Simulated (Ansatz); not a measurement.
**Optical response of Al2O3 (Corundum)**

What colour and refractive index does Al2O3 (Corundum) have at this level of theory?

Program: Ansatz 0.2.0. Level of theory: DFT, PBE, plane-wave PAW, default files, scalar-relativistic, independent-particle optical response without local fields. Results are calculated unless marked as measured.

The experiments to compare with:

“Multi-petahertz electron interference in Cr:Al2O3 solid-state material” (2018, pmc:5906618) quotes from earlier work for Al2O3, alpha (corundum) (high-purity reference sample): band gap (optical band gap of host from absorption) 8.7 eV [literature value quoted for a high-purity sample; optical absorption edge, temperature …].

For Al2O3, corundum (500 um thick double-side polished bare wafer, 300 K), “Measurement of optical constants of TiN and TiN/Ti/TiN multilayer films for microwave kinetic inductance photon-number-resolving detectors” (2018, arxiv:1802.06737) gives, by spectrophotometer reflectance and transmittance with transfer-matrix analysis: refractive index (n, approximately wavelength independent over 400-2000 nm, normal …) 1.75 [single wavelength-independent value for 400-2000 nm, dispersion neglected; derived from R …].

### 1. Set-up

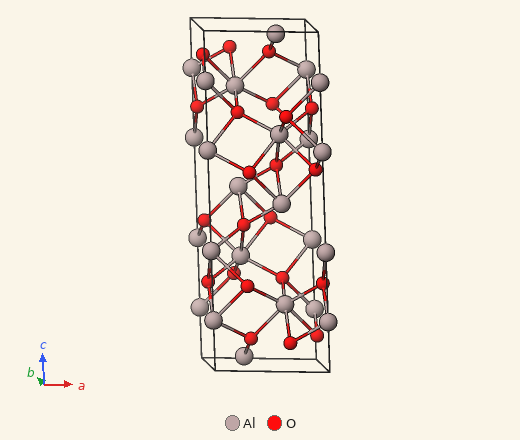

Start, viewed slightly off an axis; aluminium light grey, oxygen red. This picture shows the conventional cell, with its axes. Some periodic images of atoms are drawn too.

As a file:

```cif
data_structure
_symmetry_space_group_name_H-M 'P 1'
_symmetry_Int_Tables_number 1
_cell_length_a 5.1302
_cell_length_b 5.1302
_cell_length_c 5.1302
_cell_angle_alpha 55.287
_cell_angle_beta 55.287
_cell_angle_gamma 55.287
_cell_volume 85.02
loop_
_atom_site_label
_atom_site_type_symbol
_atom_site_fract_x
_atom_site_fract_y
_atom_site_fract_z
_atom_site_occupancy
Al1 Al 0.85216 0.85216 0.85216 1
Al2 Al 0.64784 0.64784 0.64784 1
Al3 Al 0.14784 0.14784 0.14784 1
Al4 Al 0.35216 0.35216 0.35216 1
O5 O 0.05668 0.75000 0.44332 1
O6 O 0.75000 0.44332 0.05668 1
O7 O 0.44332 0.05668 0.75000 1
O8 O 0.94332 0.25000 0.55668 1
O9 O 0.25000 0.55668 0.94332 1
O10 O 0.55668 0.94332 0.25000 1
```

### 2. Ground state and bands

The self-consistent density comes first; it also tells whether there is a gap, which decides the occupations and the need for a Drude term.

This step: DFT, PBE, plane-wave PAW, default files, scalar-relativistic, ground state (Ansatz 0.2.0).

Input file input.yaml:

```yaml
crystal:
  lattice:
    - [2.38025, 1.3742379782, 4.3318666667]
    - [-2.38025, 1.3742379782, 4.3318666667]
    - [0.0, -2.7484759565, 4.3318666667]
  atoms:
    - { symbol: Al, position: [0.85216, 0.85216, 0.85216] }
    - { symbol: Al, position: [0.64784, 0.64784, 0.64784] }
    - { symbol: Al, position: [0.14784, 0.14784, 0.14784] }
    - { symbol: Al, position: [0.35216, 0.35216, 0.35216] }
    - { symbol: O, position: [0.05668, 0.75, 0.44332] }
    - { symbol: O, position: [0.75, 0.44332, 0.05668] }
    - { symbol: O, position: [0.44332, 0.05668, 0.75] }
    - { symbol: O, position: [0.94332, 0.25, 0.55668] }
    - { symbol: O, position: [0.25, 0.55668, 0.94332] }
    - { symbol: O, position: [0.55668, 0.94332, 0.25] }
kpoints:
  mp_grid: { grid: [6, 6, 6] }
  band_path:
    path:
      - [[0.0, 0.0, 0.0], [0.5, 0.0, 0.0], [0.5, 0.23376048, -0.23376048]]
      - [[0.76623952, 0.5, 0.23376048], [0.5, 0.5, 0.5], [0.0, 0.0, 0.0], [0.36688024, 0.0, -0.36688024]]
      - [[0.63311976, 0.36688024, 0.0], [0.5, 0.5, 0.0], [0.63311976, 0.63311976, 0.23376048], [0.5, 0.5, 0.5]]
      - [[0.5, 0.0, 0.0], [0.76623952, 0.36688024, 0.36688024]]
    npoints: 5
scf:
  occupations: { method: fermi_dirac, width: 0.05 }
  n_extra_bands: 14
hamiltonian:
  xc: pbe
  pseudopotentials: { kind: paw }
output:
  forces: true
  stress: true
  populations: true
  write_bands: true
```

Started as:

```sh
ansatz run input.yaml --threads 4 --pin off --max-ram 8192MiB --backend cpu --events-out ev --progress --plain --runs-dir out
```

Numbers of over 12 decimals in the logs are rounded to 6 here.

The log of the run:

```text
scf.n_extra_bands = 14 over 24 filled bands (N_el = 48.0): the run solves 38 bands
Engine: ansatz 0.2.0, x86_64-unknown-linux-gnu
Pseudopotentials: kind: paw
Pseudopotential: Al, paw, valence charge 3, recommended cutoff 420 eV (normal), Al.paw.azcp
Pseudopotential: O, paw, valence charge 6, recommended cutoff 420 eV (normal), O.paw.azcp
Functional definition: PBE
  parameter kappa = 0.804
  parameter beta = 0.066725
  exchange = pbe_x(kappa = kappa, mu = beta*pi^2/3)
  correlation = pbe_c(beta = beta)
Crystal: 10 atoms, lattice volume = 85.018 Å³
Basis set: ecut = 420 eV, 1653 PW (Γ), exchange–correlation on 72×72×72 points (8 copies of the dense FFT grid, shifted against one another)
Bands: 38, of which v1, the nominal top of the filled ones, is band 24 counted from 1 (23 counted from 0)
Symmetry: 12 space group operations
Space group: R-3c (ITA 167), of the structure as read, at distance tolerance 4.4e-5 Å
k-points: 32 of 216
Non-local potential: Al, projectors of the file, l = 0: 2, l = 1: 2, l = 2: 1
Non-local potential: O, projectors of the file, l = 0: 2, l = 1: 2, l = 2: 1
PAW form: soft (Blöchl's): semilocal exchange-correlation on the pseudo side does not see the compensation charge
PAW one-centre angular grid: Al, 110 points (default); XC on 64 Gauss nodes
PAW one-centre angular grid: O, 110 points (default); XC on 64 Gauss nodes
Initial density: superposition of atomic densities (neutral atoms: chi_scale 0, normalization atom), corrected by the library's trained network
Initial wavefunctions: pseudopotential atomic-orbital guess
Functional: x = pbe(κ = 0.804, μ = 0.219515), c = pbe(β = 0.066725)
SCF iter   1: F=—  HF=-5569.549124 eV  |F-HF|=—  |Δ(HF+E_count)|=         —  Δρ=1.74e-3  dr2=1.30e-3  ethr=1.77e-3  ⟨swp⟩=6.3  Hψ=6004  notcnv=0  defer=39
preconditioner: auto → Resta (q_TF=auto, 2.480 Å⁻¹)  ε∞=3.3  [insulator: Δε(μ)=6.209 eV  Ē_g=18.469 eV  σ=0.050 eV  W_gap=1.00  n_scr=20 (ndim 8)  ℏωp=27.9 eV  f_vac=0.000  D(μ)=0.00/eV (n_scr^D=0)  ε∞_Penn≈3.3]
SCF iter   2: F=—  HF=-5569.550186 eV  |F-HF|=—  |Δ(HF+E_count)|=   1.06e-3  Δρ=8.53e-4  dr2=2.23e-4  ethr=2.71e-6  ⟨swp⟩=2.0  Hψ=2228  notcnv=0  defer=95
SCF iter   3: F=—  HF=-5569.550769 eV  |F-HF|=—  |Δ(HF+E_count)|=   5.83e-4  Δρ=2.88e-4  dr2=3.41e-5  ethr=4.65e-7  ⟨swp⟩=2.3  Hψ=1659  notcnv=0  defer=95
SCF iter   4: F=—  HF=-5569.550867 eV  |F-HF|=—  |Δ(HF+E_count)|=   9.79e-5  Δρ=4.58e-5  dr2=1.07e-6  ethr=7.11e-8  ⟨swp⟩=2.0  Hψ=1615  notcnv=0  defer=95
iter 5 did not close the SCF: its close was put off for the readings that it lacked (scf_convergence_deferred on its scf_iter line)
SCF iter   5: F=-5569.550868 eV  HF=-5569.550868 eV  |F-HF|=2.35e-8  |Δ(HF+E_count)|=   1.33e-6  Δρ=7.54e-6  dr2=1.89e-8  ethr=2.23e-9  ⟨swp⟩=2.0  Hψ=1662  notcnv=0  defer=95
SCF iter   6: F=-5569.550868 eV  HF=-5569.550868 eV  |F-HF|=3.18e-10  |Δ(HF+E_count)|=   2.56e-8  Δρ=1.67e-6  dr2=1.75e-9  ethr=3.95e-11  ⟨swp⟩=7.5  Hψ=5604  notcnv=0
SCF 1 converged in 6 iterations: F = -5569.550868 eV  dr2 = 1.75e-9
  greatest PAW one-centre occupation: 0.859 electrons in one spin orbital (limit 2), on the O atom at site 9 (counted from 0), in its partial waves of l = 0
NSCF: frozen V_eff on 49 k-points
SCF converged after 6 iterations
Free energy (F): -5569.550868 eV
Harris-Foulkes:  -5569.550868 eV  (|F-HF|=3.18e-10)
Internal energy: -5569.550868 eV  (E = F + TS)
E sigma→0 (E₀):  -5569.550868 eV
Fermi energy:    10.921900 eV
--- Per-component energies (eV) ---
  E_band       = 66.965571
  E_kinetic    = 1184.757069
  E_local      = -1979.097863  (includes V_loc(G=0)·N_el)
  E_nonlocal   = 324.568273
  E_hartree    = 734.069763
  E_xc         = -613.961184
  E_vxc        = -697.573878  (∫ρ·V_xc dr)
  E_paw        = -2822.171534  (= ΣΔE_a)
  E_vpaw       = -233.841774  (= ΣTr[D̂ρ^β])
  E_aug_tail   = 0.015174  (compensation charges beyond the density's cutoff)
  E_ewald      = -2397.730569
  E_smearing   = -0.000000  (= −TS)
  E_closure    = 0.000000  (closes the sum)
  Σ components = -5569.550868   (vs F -5569.550868, Δ=0.00e0)
--- Forces (eV/Å), atoms counted from 1 ---
  atom   1  Al     0.00000000     0.00000000    -0.02901527
  atom   2  Al     0.00000000    -0.00000000     0.02901527
  atom   3  Al    -0.00000000    -0.00000000     0.02901527
  atom   4  Al    -0.00000000     0.00000000    -0.02901527
  atom   5  O     -0.01254789    -0.02173358    -0.00000000
  atom   6  O     -0.01254789     0.02173358     0.00000000
  atom   7  O      0.02509578     0.00000000     0.00000000
  atom   8  O      0.01254789     0.02173358     0.00000000
  atom   9  O      0.01254789    -0.02173358    -0.00000000
  atom  10  O     -0.02509578     0.00000000     0.00000000
  max |Σ_I F_I| component: 1.27e-17 eV/Å
--- Stress (GPa, compression-positive) ---
        7.538220       0.000000       0.000000
        0.000000       7.538220       0.000000
       -0.000000       0.000000       6.951250
  P = ⅓ Tr σ = 7.3426 GPa (73.426 kbar)
--- Band table (eV; the first three rows and the last of 32) ---
  k-point 0: bands = [... 20 lower, 7.2533, 7.7066, 7.7066, 7.7509, 13.9678, 16.9105, 18.5126, 19.2897, ... 10 higher]
  k-point 1: bands = [... 20 lower, 7.0658, 7.4032, 7.6666, 7.7001, 14.5977, 17.4177, 18.0774, 18.9780, ... 10 higher]
  k-point 2: bands = [... 20 lower, 6.9074, 7.1998, 7.5192, 7.5646, 15.9118, 17.5684, 17.9221, 18.2813, ... 10 higher]
  k-point 31: bands = [... 20 lower, 7.3683, 7.3683, 7.3683, 7.3683, 16.4293, 16.4293, 18.8590, 18.8590, ... 10 higher]
--- Löwdin populations: 10 sites ---
  site symbol       q [e]
     0     Al      1.7068
     1     Al      1.7068
     2     Al      1.7068
     3     Al      1.7068
     4      O      6.7993
     5      O      6.7993
     6      O      6.7993
     7      O      6.7993
     8      O      6.7993
     9      O      6.7993
  spilling = 0.007855 (of n_electrons = 48.000000)
```

Elapsed: 4.3 s, on 4 threads of Intel Xeon at 2.70GHz, shared host; peak memory 0.46 GiB.

Reading the cycles: dr2 is the Hartree energy of the density residual (eV), the measure of convergence; HF is the Harris–Foulkes estimate of the energy, which meets the free energy F at convergence.

This step gave:

```
free energy                  : -5569.5509 eV
Fermi energy                 : 10.92 eV
gap by band count            : 6.217 eV
electrons                    : 48
symmetry operations          : 12
pressure                     : 7.343 GPa
gap on the k-mesh            : 6.217 eV
volume                       : 85.02 Å³
gap on the path              : 6.217 eV
least direct gap on the path : 6.217 eV
```

There is a gap, 6.22 eV on the path, so no carriers' term is needed. The cell is left with a pressure of 7.3 GPa and forces up to 0.03 eV/Å, as it stands unrelaxed at this level.

Electronic bands along the path, in eV, zero at the Fermi level; v1 is the highest filled band, c1 the lowest empty one:

```csv
point,v4,v3,v2,v1,c1,c2,c3,c4
Γ,-3.67,-3.21,-3.21,-3.17,3.05,5.99,7.59,8.37
L,-4.08,-4.08,-3.44,-3.44,6.30,6.30,6.48,6.48
B1,-4.02,-4.02,-3.68,-3.68,6.54,6.54,6.96,6.96
jump to B,-4.02,-4.02,-3.68,-3.68,6.54,6.54,6.96,6.96
Z,-3.55,-3.55,-3.55,-3.55,5.51,5.51,7.94,7.94
Γ,-3.67,-3.21,-3.21,-3.17,3.05,5.99,7.59,8.37
X,-4.06,-4.02,-3.73,-3.46,6.34,6.38,6.58,7.06
jump to Q,-4.06,-4.02,-3.73,-3.46,6.34,6.38,6.58,7.06
F,-4.20,-4.09,-3.91,-3.43,6.47,6.56,6.76,7.24
P1,-4.21,-4.03,-3.92,-3.64,6.58,6.77,7.03,7.21
Z,-3.55,-3.55,-3.55,-3.55,5.51,5.51,7.94,7.94
jump to L,-4.08,-4.08,-3.44,-3.44,6.30,6.30,6.48,6.48
P,-4.21,-4.03,-3.92,-3.64,6.58,6.77,7.03,7.21
```

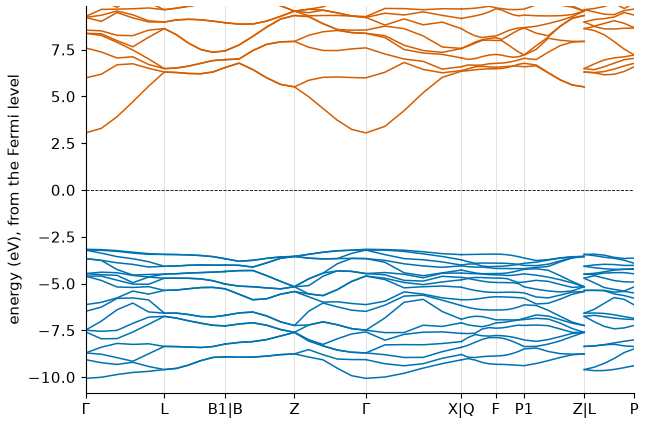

Electronic bands along the path; lines of filled and empty bands in two colours.

### 3. Spectrum

The spectrum is a sum over vertical transitions between filled and empty bands at the fixed density, so many empty bands are needed.

This step: DFT, PBE, plane-wave PAW, default files, scalar-relativistic, independent-particle optical response without local fields (Ansatz 0.2.0).

input.yaml, the sections that differ from step 2:

```yaml
kpoints:
  mp_grid: { grid: [6, 6, 6] }
scf:
  occupations: { method: fixed }
output:
  optics:
    e_range: [0, 14]
    de: 0.05
    sigma: 0.1
    nscf_kmesh: { grid: [6, 6, 6] }
    bands: { spectra_wanted_up_to: 14 }
# crystal, hamiltonian: as in step 2
```

The log of the run:

```text
[...]
Crystal: 10 atoms, lattice volume = 85.018 Å³
Basis set: ecut = 420 eV, 1653 PW (Γ)
Bands: 34, of which v1, the nominal top of the filled ones, is band 24 counted from 1 (23 counted from 0)
Symmetry: 12 space group operations
[...]
k-points: 32 of 216
[...]
SCF iter   1: F=—  HF=-5569.548912 eV  |F-HF|=—  |Δ(HF+E_count)|=         —  Δρ=1.69e-3  dr2=1.16e-3  ethr=1.77e-3  ⟨swp⟩=5.1  Hψ=4356  notcnv=0  defer=229
[...]
SCF iter   8: F=-5569.550902 eV  HF=-5569.550902 eV  |F-HF|=1.82e-12  |Δ(HF+E_count)|=  2.18e-11  Δρ=3.01e-8  dr2=5.79e-13  ethr=1.00e-12  ⟨swp⟩=12.2  Hψ=5171  notcnv=0
SCF 1 converged in 8 iterations: F = -5569.550902 eV  dr2 = 5.79e-13
[...]
NSCF: frozen V_eff on 32 k-points
[...]
output.optics: what the bands over the 55 summed would add to eps1, eps2 and the energy-loss function is held between a lower and an upper bound (7 Lanczos steps). eps1, eps2 and their loss function (loss_summed_bands) are given on every row as the summed bands alone make them. Along an axis, on a row where the two bounds hold the loss function to about 1 % of the greater of itself and 0.5 % of |1/eps|, its cell (loss_completed) is given, with the completed eps1 and eps2 that it is formed of (a cell that is left empty reads nan in the table and null in the record). The two bounds hold it so along every axis on all 281 rows up to 14.000 eV. [rest of the remark cut]
SCF converged after 8 iterations
Free energy (F): -5569.550902 eV
[...]
Internal energy: -5569.550902 eV  (E = F + TS)
E sigma→0 (E₀):  -5569.550902 eV
Fermi energy:    7.750942 eV
[...]
--- Band table (eV; the first three rows and the last of 32) ---
  k-point 0: bands = [... 20 lower, 7.2534, 7.7066, 7.7066, 7.7509, 13.9678, 16.9106, 18.5127, 19.2898, ... 6 higher]
  k-point 1: bands = [... 20 lower, 7.0658, 7.4033, 7.6667, 7.7001, 14.5977, 17.4177, 18.0775, 18.9780, ... 6 higher]
  k-point 2: bands = [... 20 lower, 6.9074, 7.1998, 7.5193, 7.5646, 15.9118, 17.5684, 17.9221, 18.2814, ... 6 higher]
  k-point 31: bands = [... 20 lower, 7.3683, 7.3683, 7.3683, 7.3683, 16.4293, 16.4293, 18.8590, 18.8590, ... 6 higher]
```

Run time: 30 s. Hardware: 4 threads; peak memory 1.1 GiB; 1.9 min of CPU time.

Numbers from this step:

| Item | Value |
| --- | --- |
| electronic dielectric constant ε∞, mean over x, y and z (by symmetry where fewer were run) | 3.311 |
| absorption onset, first axis (α over 10⁴ cm⁻¹, or the direct gap if that lies higher) | 6.238 eV |
| main peak of Im epsilon, first axis | 11.24 eV |
| least direct gap on the mesh | 6.217 eV |
| bands summed | 55 |
| spectra valid up to | 23.63 eV |
| program's estimate of the k-sum error in Im epsilon | 0.12 % |
| electrons in the f-sum | 27.54 |

Im ε against photon energy; read off at these points:

```csv
photon energy (eV),E ∥ x or y,E ∥ z
6.00,1.1e-5,1.1e-4
6.50,0.380,0.391
7.00,0.594,0.618
7.50,0.749,0.772
8.00,0.931,0.907
8.50,1.09,1.05
9.00,1.29,1.22
9.50,1.69,1.53
10.00,2.89,3.12
10.50,4.09,3.95
11.00,5.25,4.84
11.20,6.17,5.19
11.25,6.20,5.13
11.50,5.95,4.89
12.00,5.00,3.87
12.30,5.54,3.45
12.50,5.30,3.71
13.00,4.33,4.10
13.50,3.64,4.35
13.80,3.77,4.49
14.00,3.70,4.31
```

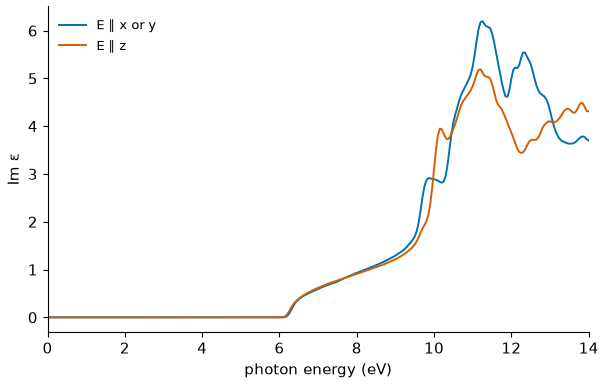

Im ε against photon energy.

(Continued in part 2 of 2.)

[Logs are printed without paths, hosts, clocks, repeated set-up lines and the standing remarks that a program may print on its own settings, such as how far it seeks lower states.]

[Hosts, paths, dates, database ids (printed as entryN), source tags and the programs' standing remarks are cut or masked in the printed files.]
